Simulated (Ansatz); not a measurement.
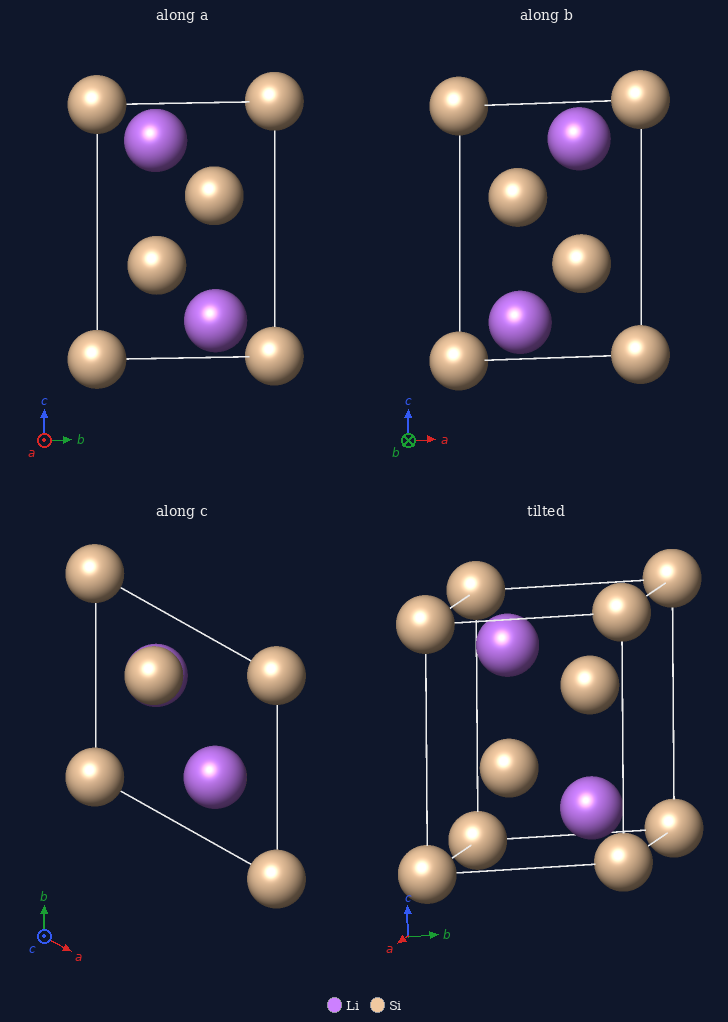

Spheres-only drawing of the structure, looking along the a axis, along the b axis, along the c axis and slightly off an axis. One unit cell is outlined, and atoms on its boundary appear in each equivalent place.

Lattice parameters: a = 4.1093 Å, b = 4.0113 Å, c = 5.0263 Å, α = 89.943°, β = 88.251°, γ = 119.302°.

Write down what is shown as a CIF in P1 with every atom of the cell, with free fractional coordinates to two decimals.

Answer.
```cif
data_structure
_symmetry_space_group_name_H-M 'P 1'
_symmetry_Int_Tables_number 1
_cell_length_a 4.1093
_cell_length_b 4.0113
_cell_length_c 5.0263
_cell_angle_alpha 89.943
_cell_angle_beta 88.251
_cell_angle_gamma 119.302
_cell_volume 72.21
loop_
_atom_site_label
_atom_site_type_symbol
_atom_site_fract_x
_atom_site_fract_y
_atom_site_fract_z
_atom_site_occupancy
Li1 Li 0.33 0.67 0.14 1
Li2 Li 0.66 0.33 0.86 1
Si1 Si 0.32 0.66 0.63 1
Si2 Si 0.67 0.34 0.37 1
Si3 Si 0.00 0.00 0.00 1
```

It goes back to a textbook structure type filled with these elements (whether it is the usual form wasn't checked). What is shown is the relaxed result from DFT PBE, scalar-relativistic, plane waves, PAW (Ansatz 0.2.0).
